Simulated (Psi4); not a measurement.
# B3LYP/6-31G(d) (Cartesian functions) run of C2H5AlO (SMILES [CH3][Al]1[CH2][O]1)

Aim: the vertical ionisation energy of C2H5AlO at B3LYP/6-31G* (Cartesian functions), from 2 runs. 

Program for the calculation: Psi4 1.11.

## 1. The structure to begin with

C2H5AlO has 9 atoms, charge 0, and is taken as a singlet. SMILES: `[CH3][Al]1[CH2][O]1`. The coordinates come from a PBE0-D4/def2-TZVP relaxation.

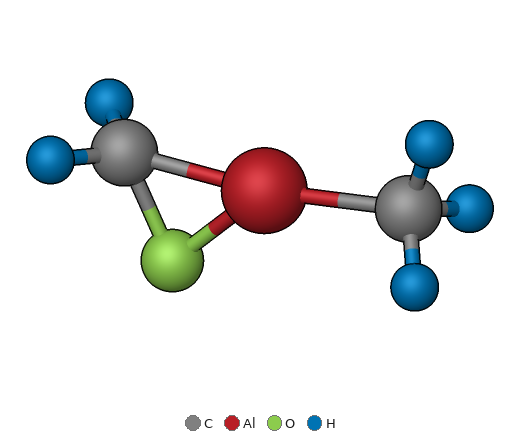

Viewed from a chosen angle; carbon grey, aluminium red, oxygen green, hydrogen blue.

## 2. Energy and gradient at B3LYP/6-31G(d) (Cartesian functions)

input.dat reads:

```
memory 2200 MB

molecule mol {
  0 1
  C     -1.26781726     2.49481643    -2.04373880
  Al     0.09694295    -0.14494199     0.08352589
  C      1.28255712    -2.41922738     2.54980746
  O      1.49156083    -3.04151420    -0.18500419
  H      0.07502213     2.97631865    -3.53775628
  H     -1.70113146     4.20653035    -0.97793327
  H     -3.00693221     1.84588448    -2.95194118
  H      0.07275446    -3.74260259     3.56723601
  H      3.12409523    -2.26275806     3.46349004
  units bohr
  symmetry c1
  no_reorient
  no_com
}

set globals {
  basis 6-31G*
  puream false
  e_convergence 1e-09
  d_convergence 1e-08
  scf_type pk
  dft_radial_points 99
  dft_spherical_points 590
}

E, wfn = gradient("b3lyp", return_wfn=True)
```

Command:

```console
$ psi4 -i input.dat -o output.dat -n 1
```

output.dat:

```text
[...]
  Running in c1 symmetry.
[...]
  Nuclear repulsion =  145.500629799739670
[...]
  Multiplicity = 1
[...]
  Nalpha       = 19
  Nbeta        = 19
[...]
    Number of basis functions: 74
[...]
   @RKS iter   1:  -396.34848556454676   -2.41456e-01   1.36187e-02 ADIIS/DIIS
[...]
   @RKS iter  12:  -396.85423761166993   -1.15392e-11   8.70990e-09 DIIS
[...]
    Orbital Energies [Eh]
    ---------------------
    Doubly Occupied:
       1A    -56.036289     2A    -19.106527     3A    -10.197482
       4A    -10.185981     5A     -4.129086     6A     -2.685985
       7A     -2.680803     8A     -2.678354     9A     -0.948272
      10A     -0.702479    11A     -0.611411    12A     -0.421108
      13A     -0.418801    14A     -0.416137    15A     -0.409317
      16A     -0.376336    17A     -0.321019    18A     -0.254658
      19A     -0.212960
[...]
  @RKS Final Energy:  -396.85423761166993
   => Energetics <=
    Nuclear Repulsion Energy =            145.5006297997396700
    One-Electron Energy =                -835.9785454936013593
    Two-Electron Energy =                 325.9436537438771211
    DFT Exchange-Correlation Energy =     -32.3199756616854259
    Empirical Dispersion Energy =           0.0000000000000000
    VV10 Nonlocal Energy =                  0.0000000000000000
    Total Energy =                       -396.8542376116699302
[...]
 Multipole Moments:
 ------------------------------------------------------------------------------------
     Multipole            Electronic (a.u.)      Nuclear  (a.u.)        Total (a.u.)
 ------------------------------------------------------------------------------------
 L = 1.  Multiply by 2.5417464519 to convert [e a0] to [Debye]
 Dipole X            :        -12.3833778           11.8449923           -0.5383855
 Dipole Y            :         23.8393165          -22.7394523            1.0998642
 Dipole Z            :         -2.2914317            2.2053103           -0.0861213
 Magnitude           :                                                    1.2275899
[...]
  -Total Gradient:
     Atom            X                  Y                   Z
    ------   -----------------  -----------------  -----------------
       1        0.000507545243    -0.000872199929     0.001552110417
       2        0.004838359915    -0.010115719716     0.000962760980
       3       -0.001300024882     0.002070258514    -0.008535796513
       4       -0.004397213687     0.009511257415     0.006228461376
       5       -0.000859227832    -0.000942602128     0.001713285677
       6        0.000436723280    -0.001739761979    -0.000860043176
       7        0.001771162869     0.000111983325     0.001212870697
       8        0.000523229177     0.001480466222    -0.001170258897
       9       -0.001506769735     0.000465276742    -0.001090220165
[...]
```

Wall time 27 s (1 thread of AMD EPYC 7R43 (Zen 3), shared host); peak memory 1.1 GiB.

## 3. The doublet cation: a single-point energy at UB3LYP/6-31G(d) (Cartesian functions)

input.json reads:

```json
{
 "schema_name": "qcschema_input",
 "schema_version": 1,
 "molecule": {
  "schema_name": "qcschema_molecule",
  "schema_version": 2,
  "symbols": ["C", "Al", "C", "O", "H", "H", "H", "H", "H"],
  "geometry": [-1.26781726, 2.49481643, -2.0437388, 0.09694295, -0.14494199, 0.08352589, 1.28255712, -2.41922738, 2.54980746, 1.49156083, -3.0415142, -0.18500419, 0.07502213, 2.97631865, -3.53775628, -1.70113146, 4.20653035, -0.97793327, -3.00693221, 1.84588448, -2.95194118, 0.07275446, -3.74260259, 3.56723601, 3.12409523, -2.26275806, 3.46349004],
  "molecular_charge": 1,
  "molecular_multiplicity": 2,
  "fix_symmetry": "c1"
 },
 "driver": "energy",
 "model": {
  "method": "b3lyp",
  "basis": "6-31G*"
 },
 "keywords": {
  "reference": "uks",
  "puream": false,
  "e_convergence": 1e-09,
  "d_convergence": 1e-08,
  "scf_type": "pk",
  "dft_radial_points": 99,
  "dft_spherical_points": 590,
  "maxiter": 100,
  "scf_properties": ["WIBERG_LOWDIN_INDICES", "MULLIKEN_CHARGES", "QUADRUPOLE"]
 }
}
```

Command:

```console
$ psi4 --qcschema input.json -n 1 --memory 2200MB
```

stdout, cut to the lines that bear on the results:

```text
[...]
  Running in c1 symmetry.
[...]
  Nuclear repulsion =  145.500629799739670
[...]
  Multiplicity = 2
[...]
  Nalpha       = 19
  Nbeta        = 18
[...]
    Number of basis functions: 74
[...]
   @UKS iter   1:  -396.22680844745565   -1.19779e-01   1.08742e-02 DIIS/ADIIS
[...]
   @UKS iter  14:  -396.54796070124485   -1.93268e-12   6.15460e-09 DIIS
[...]
   @S^2 Observed:                7.539391812E-01
[...]
  @UKS Final Energy:  -396.54796070124485
   => Energetics <=
    Nuclear Repulsion Energy =            145.5006297997396700
    One-Electron Energy =                -826.2595190791931827
    Two-Electron Energy =                 316.2631775978632049
    DFT Exchange-Correlation Energy =     -32.0522490196544965
    Empirical Dispersion Energy =           0.0000000000000000
    VV10 Nonlocal Energy =                  0.0000000000000000
    Total Energy =                       -396.5479607012448469
[...]
 Multipole Moments:
 ------------------------------------------------------------------------------------
     Multipole            Electronic (a.u.)      Nuclear  (a.u.)        Total (a.u.)
 ------------------------------------------------------------------------------------
 L = 1.  Multiply by 2.5417464519 to convert [e a0] to [Debye]
 Dipole X            :          1.1654638           -1.4534531           -0.2879893
 Dipole Y            :         -2.2572419            2.9078582            0.6506163
 Dipole Z            :          1.2618330           -0.3945048            0.8673282
 Magnitude           :                                                    1.1218278
 L = 2.  Multiply by 1.3450342976 to convert [e a0^2] to [Debye ang]
 Quadrupole XX       :        -72.8768059           55.5038516          -17.3729543
 Quadrupole XY       :         86.1610838          -86.9175872           -0.7565034
[...]
  Mulliken Charges: (a.u.)
   Center  Symbol    Alpha    Beta     Spin     Total
[...]
```

The result, in JSON:

```text
{
 "driver": "energy",
 "model": {
  "method": "b3lyp",
  "basis": "6-31G*"
 },
 "success": true,
 "return_result": -396.54796070124485,
 "properties": {
  "calcinfo_nbasis": 74,
  "calcinfo_nmo": 74,
  "calcinfo_nalpha": 19,
  "calcinfo_nbeta": 18,
  "calcinfo_natom": 9,
  "nuclear_repulsion_energy": 145.50062979973967,
  "return_energy": -396.54796070124485,
  "scf_one_electron_energy": -826.2595190791932,
  "scf_two_electron_energy": 316.2631775978632,
  "scf_xc_energy": -32.0522490196545,
  "scf_dipole_moment": [-0.2879893127818387, 0.6506162959288648, 0.8673282348104581],
  "scf_total_energy": -396.54796070124485,
  "scf_iterations": 14
 }
}
```

Run time: 43 s. Hardware: 1 thread of AMD EPYC 7R43 (Zen 3), shared host; peak memory 1.1 GiB.

## 4. What came out

Level: B3LYP/6-31G* (Cartesian functions).

| quantity | value |
| --- | --- |
| singlet C2H5AlO: total energy | -396.85424 Eh |
| singlet C2H5AlO: dipole moment | 3.12 D |
| singlet C2H5AlO: HOMO energy | -5.79 eV |
| singlet C2H5AlO: LUMO energy | -0.61 eV |
| singlet C2H5AlO: HOMO–LUMO gap | 5.19 eV |
| singlet C2H5AlO: largest force on an atom | 0.627 eV/Å |
| doublet cation: total energy | -396.54796 Eh |
| doublet cation: HOMO energy (highest over α and β) | -14.21 eV |
| doublet cation: LUMO energy (lowest over α and β) | -10.91 eV |
| doublet cation: ⟨S²⟩ | 0.754 |
| vertical ionisation energy (to the doublet cation) | 8.334 eV |

What this shows: The vertical ionisation energy comes to 8.33 eV (804 kJ/mol). The largest force (singlet C2H5AlO) is 0.63 eV/Å: the shape isn't a stationary point for this species at this level. −ε(HOMO) before ionisation, 5.79 eV, is 2.54 eV below this ionisation energy.
